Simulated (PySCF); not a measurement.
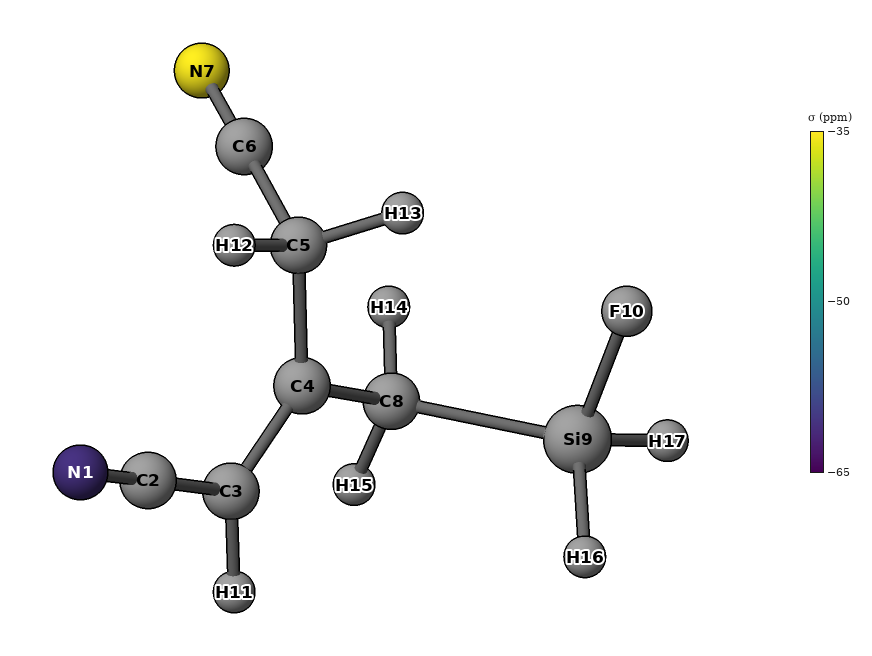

Atoms are coloured by their isotropic NMR shieldings (N only, the others grey). The computed structure is the end point of a GFN2-xTB optimisation. No frequency run is at hand to confirm it as a minimum. Level of theory: GIAO PBE0/pcSseg-1 NMR shielding, non-relativistic, gas phase (PySCF 2.14.0).

Give the isotropic NMR shieldings of the N atoms atom by atom.

```
atom  σ (ppm)
  N1    −60.7
  N7    −35.4
```

The geometry is semi-empirical. Around Si such bond lengths and angles can be off by a tenth of an ångström or more and by several degrees, and values that hang on the shape move with them.
